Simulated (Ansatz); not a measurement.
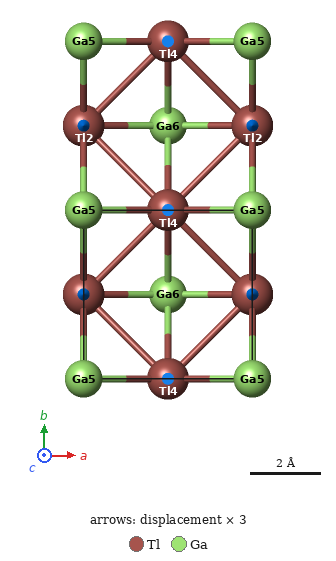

A relaxation of crystalline Tl$_{2}$Ga (built on the tetragonal zirconia_137 type) (coarse preliminary run). The starting structure is drawn; blue arrows show the displacements (the part carried along by the change of the cell is left out), 3 times their true length.

A ball-and-stick model of the cell of the calculation, repeated 1 × 2 × 1 with one cell outlined, seen along the c axis.

Case: tetragonal zirconia type (P4_2/nmc, No. 137).

Theory: DFT PBE, scalar-relativistic, plane waves, PAW (Ansatz).

Input file:
```yaml
crystal:
  lattice:
    - [4.8262155284, 0.0, 0.0]
    - [0.0, 4.8262155284, 0.0]
    - [0.0, 0.0, 6.947892937]
  atoms:
    - { symbol: Tl, position: [0.0, 0.5, 0.203] }
    - { symbol: Tl, position: [0.0, 0.5, 0.703] }
    - { symbol: Tl, position: [0.5, 0.0, 0.297] }
    - { symbol: Tl, position: [0.5, 0.0, 0.797] }
    - { symbol: Ga, position: [0.0, 0.0, 0.0] }
    - { symbol: Ga, position: [0.5, 0.5, 0.5] }
basis:
  ecutwfc: 420
kpoints:
  mp_grid: { grid: [4, 4, 4] }
hamiltonian:
  xc: pbe
scf:
  occupations: { method: gaussian, width: 0.1 }
  lower_state_search: "off"
output:
  forces: true
  stress: true
  eigenvalues: true
relax:
  adjacent_minimum: "off"
  f_tol: 0.04
  max_steps: 70
  cell: { stress_tol: 0.4 }
```

Command:
```bash
ansatz run input.yaml --threads 1 --pin off --max-ram 2560MiB --backend cpu --events-out ev --progress --plain --runs-dir out
```

### What did the optimiser do to the structure, and how much energy did it gain?

The largest moves relative to the cell, 0.30 Å, are those of Tl1, Tl2, Tl3 and Tl4. Tl4 goes along −c. Ga stays in place. The drawn cell changes as follows: a = b 4.826 → 5.073 Å (+5.1 %), c 6.948 → 6.951 Å (0.0 %); the volume changes by +10.6 %. Some distances before and after: Tl1–Ga5 2.795 → 3.061 Å, Tl1–Tl3 3.475 → 3.588 Å, Tl1–Ga6 3.175 → 3.088 Å. The space group stays P4_2/nmc (No. 137). After 4 accepted moves (5 points after the start) the energy has fallen by 60.2 meV per atom. The largest force component goes from 0.3 to 0.0082 eV/Å. The pressure goes from 4.47 to 0.03 GPa. The SCF was repeated once at an unchanged geometry on a basis and grid sized afresh for the cell, which shifted the energy by 0.6 meV per atom at most.
